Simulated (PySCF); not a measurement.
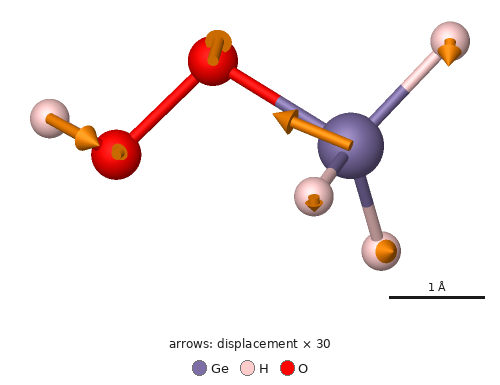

This is a relaxation of GeH$_{4}$O$_{2}$. The starting structure is drawn; orange arrows show the displacements, magnified 30 times. The two geometries are superimposed by the best rigid fit.

Style: ball-and-stick. Shown at a tilt.

It is one of the separated products of a reaction.

All numbers below come from PySCF 2.14.0, RKS PBE0-D4/def2-TZVP, density fitting. 

Describe the change and its energy.

The atom that moves furthest after the best rigid fit is the Ge atom (0.031 Å). By element the largest moves are Ge 0.031 Å, H 0.028 Å, O 0.023 Å. Some distances before and after: Ge–O 1.829 → 1.808 Å, Ge–H 1.529 → 1.534 Å, O–O 1.435 → 1.439 Å. Bond angles that change, for instance: H–Ge–O 106.3° → 108.3°. Over 4 geometry steps the energy falls by 0.010 eV.
